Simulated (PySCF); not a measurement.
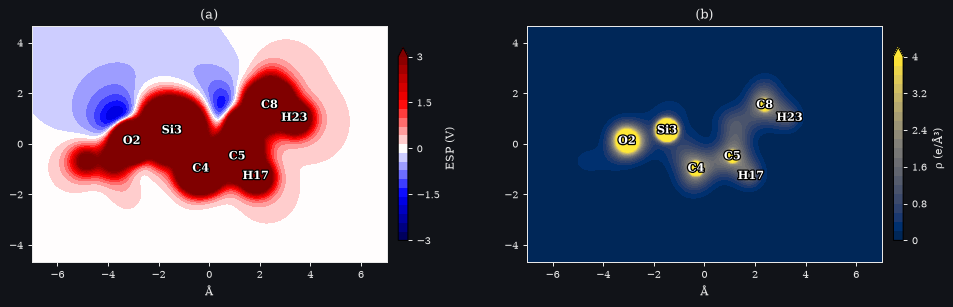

The picture shows: C₅H₁₅NOSi (SMILES CO[SiH2]CCN(C)C). (a) molecular electrostatic potential; (b) electron density on the plane of atoms O2, Si3 and C4.

Geometry: GFN2-xTB.

The calculation used PBE0/pcSseg-1, SCF density, gas phase, non-relativistic (PySCF).

```xyz
23

C     3.8905   -0.4278    0.0866
O     2.7089   -0.7848    0.7361
Si    1.1686   -0.7754    0.1978
C     0.5963    0.9756   -0.2986
C    -0.7974    0.8738   -0.9057
N    -1.5729   -0.1186   -0.1804
C    -2.0611    0.3898    1.0824
C    -2.6535   -0.6702   -0.9680
H     4.0462   -1.0436   -0.8027
H     3.8756    0.6234   -0.2131
H     4.7172   -0.5881    0.7802
H     0.5623   -1.2956    1.4107
H     1.0246   -1.6391   -0.9805
H     1.2684    1.4412   -1.0219
H     0.5866    1.6316    0.5729
H    -0.7018    0.5222   -1.9355
H    -1.3058    1.8545   -0.9308
H    -2.5314   -0.4225    1.6348
H    -2.7974    1.2002    0.9535
H    -1.2273    0.7647    1.6691
H    -2.2470   -1.1183   -1.8732
H    -3.1498   -1.4496   -0.3909
H    -3.4045    0.0838   -1.2538
```

### Interpret the plot.

- The section cuts through O, Si, C and H sites.
- C–C (1.52 Å): ρ at the midpoint is about 1.6 e/Å³.
- Si–O (1.63 Å): ρ at the midpoint is about 1.1 e/Å³.
- C–Si (1.91 Å): the density is about 0.93 e/Å³ at the midpoint.
- C–H (1.10 Å): the density is about 1.9 e/Å³ at the midpoint.
- Outside the dense part of the molecule the potential is most negative (−1.9 V) near O2.
